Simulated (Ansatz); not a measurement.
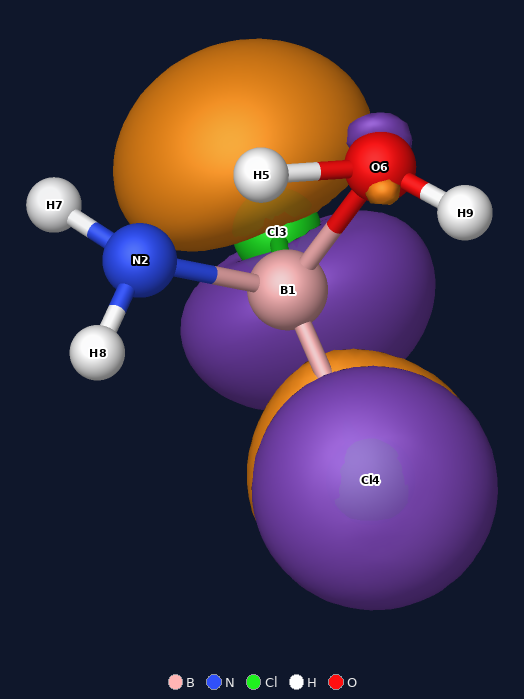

Figure. BCl2H4NO. The HOMO at ±0.1 Å⁻³ᐟ² (orange and purple are the two phases), seen from one side.

A transition-state structure; geometry: PBE0-D4/def2-TZVP.

The calculation used RKS PBE0-D4/def2-TZVPP (Ansatz 0.2.0).

Input

```
crystal:
  periodic: [false, false, false]
  atoms:
    - {symbol: B, position_ang: [-0.196398, -0.563700, 0.114221]}
    - {symbol: N, position_ang: [-0.549969, 0.931277, -0.043957]}
    - {symbol: Cl, position_ang: [-1.256361, -1.700313, -0.802586]}
    - {symbol: Cl, position_ang: [0.144488, -1.032183, 1.846803]}
    - {symbol: H, position_ang: [0.733078, 0.701734, -0.533160]}
    - {symbol: O, position_ang: [1.176929, -0.359380, -0.635742]}
    - {symbol: H, position_ang: [-1.297001, 1.135915, -0.693815]}
    - {symbol: H, position_ang: [-0.686917, 1.440694, 0.817644]}
    - {symbol: H, position_ang: [1.932351, -0.553944, -0.069309]}
basis:
  gaussian: {orbitals: def2-TZVPP}
hamiltonian: {xc: pbe0, dispersion: d4}
output: {orbitals: {seedname: orbitals}}
```

Command:

```sh
ansatz run in.yaml --threads 4 --pin off --events-out ev --progress --plain --max-ram 9574MiB
```

Where does this orbital lie, and at what energy?

It lies mainly on Cl3 (about 55 %) and Cl4 (about 35 %). Its energy is −8.27 eV.
